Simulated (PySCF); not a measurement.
System: C$_{4}$H$_{9}$NO$_{2}$Si.

```json
{"atom": "C", "x (Å)": "-3.1698", "y (Å)": "-0.3517", "z (Å)": "0.8302"}
{"atom": "O", "x (Å)": "-1.8522", "y (Å)": "-0.0781", "z (Å)": "0.4614"}
{"atom": "Si", "x (Å)": "-1.2459", "y (Å)": "0.1913", "z (Å)": "-1.0191"}
{"atom": "O", "x (Å)": "0.3231", "y (Å)": "0.5194", "z (Å)": "-0.8235"}
{"atom": "C", "x (Å)": "1.3066", "y (Å)": "-0.2217", "z (Å)": "-0.1671"}
{"atom": "C", "x (Å)": "2.5577", "y (Å)": "0.6530", "z (Å)": "-0.0124"}
{"atom": "C", "x (Å)": "3.6254", "y (Å)": "-0.0753", "z (Å)": "0.6182"}
{"atom": "N", "x (Å)": "4.4684", "y (Å)": "-0.6631", "z (Å)": "1.1183"}
{"atom": "H", "x (Å)": "-3.5267", "y (Å)": "-1.2659", "z (Å)": "0.3504"}
{"atom": "H", "x (Å)": "-3.1977", "y (Å)": "-0.4762", "z (Å)": "1.9134"}
{"atom": "H", "x (Å)": "-3.8299", "y (Å)": "0.4703", "z (Å)": "0.5440"}
{"atom": "H", "x (Å)": "-1.4728", "y (Å)": "-0.9903", "z (Å)": "-1.8569"}
{"atom": "H", "x (Å)": "-1.6926", "y (Å)": "1.4367", "z (Å)": "-1.6225"}
{"atom": "H", "x (Å)": "1.5486", "y (Å)": "-1.1168", "z (Å)": "-0.7545"}
{"atom": "H", "x (Å)": "0.9493", "y (Å)": "-0.5428", "z (Å)": "0.8178"}
{"atom": "H", "x (Å)": "2.8868", "y (Å)": "0.9916", "z (Å)": "-0.9986"}
{"atom": "H", "x (Å)": "2.3148", "y (Å)": "1.5316", "z (Å)": "0.5910"}
```

Geometry: GFN2-xTB.

Method: wB97X-D/def2-SVPD, SCF density, gas phase in PySCF 2.14.0.

What can the converged electron density and electron localisation function tell about the bonding?

C–N (1.14 Å): the density is about 3.6 e/Å³ at the midpoint; the ELF peaks at about 0.85 between the atoms (a short, multiple covalent bond).
C–O (1.40 Å): ρ is about 2.1 e/Å³ halfway, with its minimum of 1.7 e/Å³ about 0.5 Å from C; the ELF peaks at about 0.90 between the atoms, as expected for a polar covalent bond.
C–C (1.44 Å): the density is about 1.9 e/Å³ at the midpoint; the ELF peaks at about 0.95 between the atoms: a covalent bond.
Si–O (1.61 Å): the density is about 1.2 e/Å³ at the midpoint; the ELF peaks at about 0.85 between the atoms: a polar covalent bond.

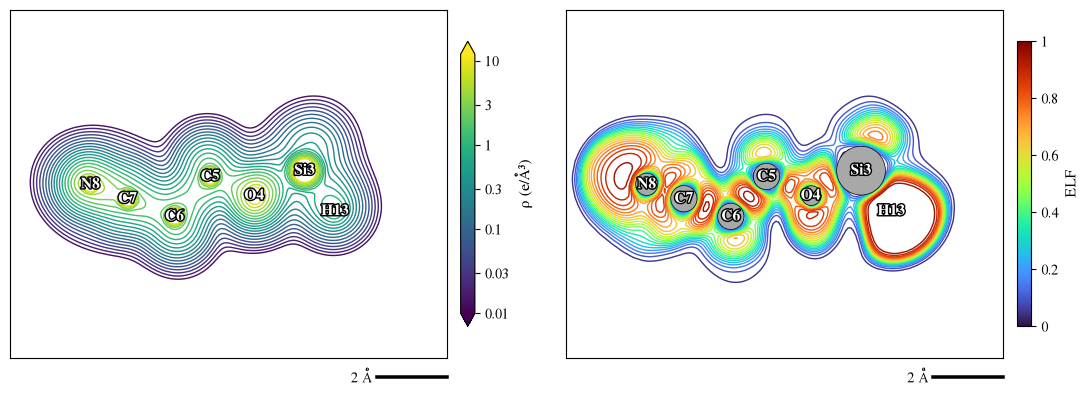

Computed electron density and electron localisation function on the plane of atoms C5, C6 and C7, in this order. Grey discs cover the atomic cores in the ELF map. 
